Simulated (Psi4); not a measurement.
# BCl2 (SMILES Cl[B]Cl): UTPSS/cc-pVQZ-DK (sfX2C, density fitting, sweep point 3)

Aim: the vertical doublet–quartet gap of BCl2 at UTPSS/cc-pVQZ-DK (sfX2C, density fitting, sweep point 3), from 2 runs. 

The calculation is run with Psi4 1.11.

### Step 1. Starting point

The species is BCl2 (3 atoms), meant as a doublet with charge 0. SMILES: `Cl[B]Cl`. The shape is that of a PBE0-D4/def2-TZVP optimisation.

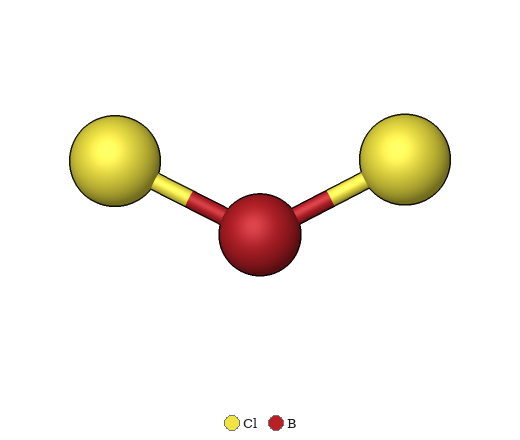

The structure, seen from a chosen angle (chlorine yellow, boron red).

### Step 2. The energy at UTPSS/cc-pVQZ-DK (sfX2C, density fitting, sweep point 3)

Input file input.dat:

```
memory 1600 MB

molecule mol {
  0 2
  Cl     0.70203326    -2.88296618     0.05669178
  B     -0.87664395    -0.09505322    -0.48547064
  Cl     0.15401268     2.85556515     0.40383447
  units au
  symmetry c1
}

set basis cc-pVQZ-DK
set reference uks
set puream true
set scf_type df
set dft_radial_points 99
set dft_spherical_points 590
set maxiter 150
set relativistic x2c

energy_value, wavefunction = energy('tpss', return_wfn=True)
print_variables()
```

Command:

```
$ psi4 -i input.dat -o output.dat -n 1
```

output.dat, cut to the lines that bear on the results:

```text
[...]
  Running in c1 symmetry.
[...]
  Nuclear repulsion =  102.359078380213518
[...]
  Multiplicity = 2
[...]
  Nalpha       = 20
  Nbeta        = 19
[...]
    Number of basis functions: 173
[...]
    WARNING: The X2C and Dirac Hamiltonians have substatially different eigenvalues!
             This is probably caused by the recontraction of the basis set.
[...]
   @DF-UKS iter   1:  -948.08887823504472   -1.52349e-02   2.76642e-03 DIIS/ADIIS
[...]
   @DF-UKS iter   8:  -948.20013002586188   -3.41338e-07   6.00257e-07 DIIS
[...]
   @S^2 Observed:                7.536909063E-01
[...]
    Orbital Energies [Eh]
    ---------------------
    Alpha Occupied:
       1A   -101.400195     2A   -101.400185     3A     -9.340767
       4A     -9.340757     5A     -7.058666     6A     -7.058656
       7A     -7.053790     8A     -7.053780     9A     -7.052099
      10A     -7.052088    11A     -6.706933    12A     -0.830451
      13A     -0.801670    14A     -0.482515    15A     -0.412431
      16A     -0.363907    17A     -0.362530    18A     -0.319887
      19A     -0.307849    20A     -0.196516
    Alpha Virtual:
      21A     -0.102974    22A      0.026361    23A      0.055402
      24A      0.057773    25A      0.103161    26A      0.104652
[...]
  @DF-UKS Final Energy:  -948.20013002586188
   => Energetics <=
    Nuclear Repulsion Energy =            102.3590783802135178
    One-Electron Energy =               -1510.7611008213275454
    Two-Electron Energy =                 521.0677978761982558
    DFT Exchange-Correlation Energy =     -60.8659054609461165
    Empirical Dispersion Energy =           0.0000000000000000
    VV10 Nonlocal Energy =                  0.0000000000000000
    Total Energy =                       -948.2001300258618812
[...]
 Multipole Moments:
 ------------------------------------------------------------------------------------
     Multipole            Electronic (a.u.)      Nuclear  (a.u.)        Total (a.u.)
 ------------------------------------------------------------------------------------
 L = 1.  Multiply by 2.5417464519 to convert [e a0] to [Debye]
 Dipole X            :         -0.3179222            0.4527417            0.1348195
 Dipole Y            :         -0.0175604            0.0248715            0.0073111
 Dipole Z            :         -0.0000000           -0.0000000           -0.0000000
 Magnitude           :                                                    0.1350176
[...]
```

It took 35 s on 1 thread of Intel Xeon Platinum 8488C (Sapphire Rapids), shared host; peak memory 1.3 GiB.

### Step 3. The quartet, same level

Input file job.inp:

```
memory 1.6 GB

molecule system {
  0 4
  Cl     0.70203326    -2.88296618     0.05669178
  B     -0.87664395    -0.09505322    -0.48547064
  Cl     0.15401268     2.85556515     0.40383447
  units au
  symmetry c1
}

set reference uks
set puream true
set scf_type df
set dft_radial_points 99
set dft_spherical_points 590
set maxiter 150
set relativistic x2c

energy_value, wavefunction = energy("tpss/cc-pVQZ-DK", return_wfn=True)
```

Command:

```
$ psi4 -n 1 job.inp job.out
```

job.out, cut to the lines that bear on the results:

```text
[...]
  Running in c1 symmetry.
[...]
  Nuclear repulsion =  102.359078380213518
[...]
  Multiplicity = 4
[...]
  Nalpha       = 21
  Nbeta        = 18
[...]
    Number of basis functions: 173
[...]
   @DF-UKS iter   1:  -947.79859571407462    2.75048e-01   3.42961e-03 DIIS/ADIIS
[...]
   @DF-UKS iter  10:  -947.99931786297270   -3.67714e-08   1.55441e-07 DIIS
[...]
   @S^2 Observed:                3.755893373E+00
[...]
    Orbital Energies [Eh]
    ---------------------
    Alpha Occupied:
       1A   -101.443604     2A   -101.443599     3A     -9.380912
       4A     -9.380907     5A     -7.102891     6A     -7.102886
       7A     -7.095304     8A     -7.095299     9A     -7.089872
      10A     -7.089868    11A     -6.624802    12A     -0.859631
      13A     -0.834685    14A     -0.496063    15A     -0.423896
      16A     -0.402107    17A     -0.378278    18A     -0.364200
      19A     -0.341801    20A     -0.176313    21A     -0.106758
    Alpha Virtual:
      22A      0.012739    23A      0.049876    24A      0.050988
      25A      0.103425    26A      0.109198    27A      0.110922
[...]
  @DF-UKS Final Energy:  -947.99931786297270
   => Energetics <=
    Nuclear Repulsion Energy =            102.3590783802135178
    One-Electron Energy =               -1509.7327216765625053
    Two-Electron Energy =                 520.2294961644583964
    DFT Exchange-Correlation Energy =     -60.8551707310821399
    Empirical Dispersion Energy =           0.0000000000000000
    VV10 Nonlocal Energy =                  0.0000000000000000
    Total Energy =                       -947.9993178629727026
[...]
 Multipole Moments:
 ------------------------------------------------------------------------------------
     Multipole            Electronic (a.u.)      Nuclear  (a.u.)        Total (a.u.)
 ------------------------------------------------------------------------------------
 L = 1.  Multiply by 2.5417464519 to convert [e a0] to [Debye]
 Dipole X            :          0.0910204            0.4527417            0.5437621
 Dipole Y            :          0.0050149            0.0248715            0.0298864
 Dipole Z            :          0.0000000           -0.0000000            0.0000000
 Magnitude           :                                                    0.5445828
[...]
```

It took 41 s on 1 thread of Intel Xeon Platinum 8488C (Sapphire Rapids), shared host; peak memory 1.3 GiB.

### Step 4. Outcome

Level: UTPSS/cc-pVQZ-DK (sfX2C, density fitting, sweep point 3).

| quantity | value |
| --- | --- |
| doublet: total energy | -948.20013 Eh |
| doublet: dipole moment | 0.34 D |
| doublet: HOMO energy (highest over α and β) | -5.35 eV |
| doublet: LUMO energy (lowest over α and β) | -2.92 eV |
| doublet: ⟨S²⟩ | 0.754 |
| quartet: total energy | -947.99932 Eh |
| quartet: dipole moment | 1.38 D |
| quartet: HOMO energy (highest over α and β) | -2.91 eV |
| quartet: ⟨S²⟩ | 3.756 |
| vertical energy of the quartet above the doublet | 5.464 eV |

**Reading.** At this shape the quartet lies 5.46 eV (126 kcal/mol) above the doublet.
